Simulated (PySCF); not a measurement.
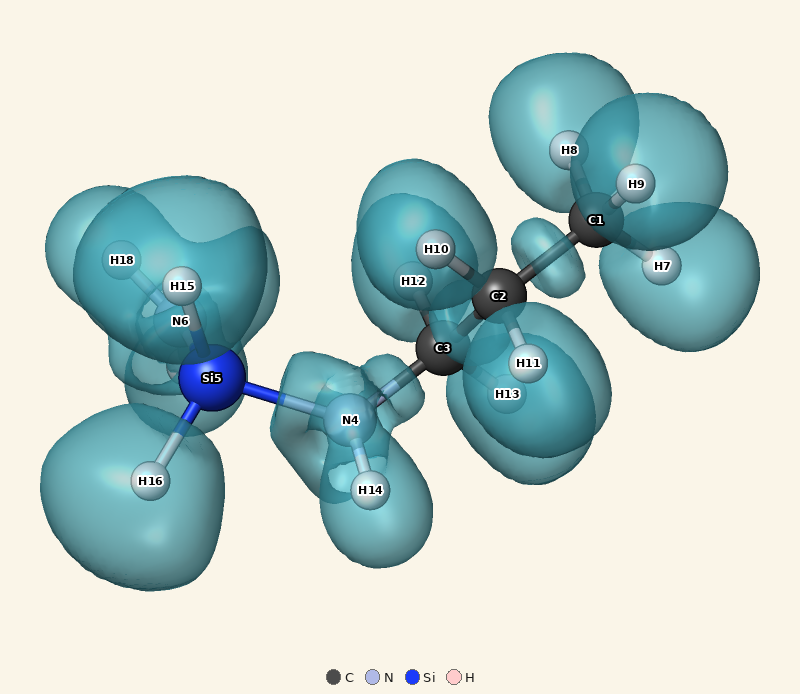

Figure 1: C3H12N2Si (SMILES CCCN[SiH2]N). Isosurface of the electron localisation function at 0.75 (cyan), seen at an oblique angle. Core shells and regions of very low density are left out.

Geometry: PBE0-D3(BJ)/def2-SVP.

Computed with PySCF 2.14.0, CAM-B3LYP/def2-SVPD, SCF density, gas phase.

```yaml
atoms:
  - { symbol: C, position_ang: [2.7296, 0.5364, -0.0888] }
  - { symbol: C, position_ang: [1.5267, -0.2396, 0.4210] }
  - { symbol: C, position_ang: [0.3906, -0.3147, -0.5946] }
  - { symbol: N, position_ang: [-0.7769, -1.0361, -0.1411] }
  - { symbol: Si, position_ang: [-2.1531, -0.3039, 0.5993] }
  - { symbol: N, position_ang: [-2.7768, 0.8950, -0.4738] }
  - { symbol: H, position_ang: [3.1441, 0.0804, -1.0031] }
  - { symbol: H, position_ang: [2.4585, 1.5757, -0.3357] }
  - { symbol: H, position_ang: [3.5370, 0.5736, 0.6579] }
  - { symbol: H, position_ang: [1.1398, 0.2187, 1.3476] }
  - { symbol: H, position_ang: [1.8285, -1.2666, 0.6953] }
  - { symbol: H, position_ang: [0.0699, 0.7073, -0.8624] }
  - { symbol: H, position_ang: [0.7736, -0.7589, -1.5338] }
  - { symbol: H, position_ang: [-0.6216, -2.0247, 0.0231] }
  - { symbol: H, position_ang: [-1.9180, 0.4650, 1.8679] }
  - { symbol: H, position_ang: [-3.0337, -1.4728, 0.9318] }
  - { symbol: H, position_ang: [-3.1012, 0.6532, -1.4029] }
  - { symbol: H, position_ang: [-3.2529, 1.7108, -0.1085] }
```

What do the ELF domains correspond to?

Answer. The ELF exceeds this value in two regions between bonded C–C atoms (shared pairs), nine regions around hydrogen nuclei and two joined regions spread over several atoms (H, N), in which their bonds and any lone pairs are merged. Along the contacts the grid gives the following. C–N (1.45 Å): the ELF peaks at about 0.95 between the atoms (localised, covalent bonding). C–C (1.52 Å): the ELF peaks at about 0.95 between the atoms: a shared electron pair.
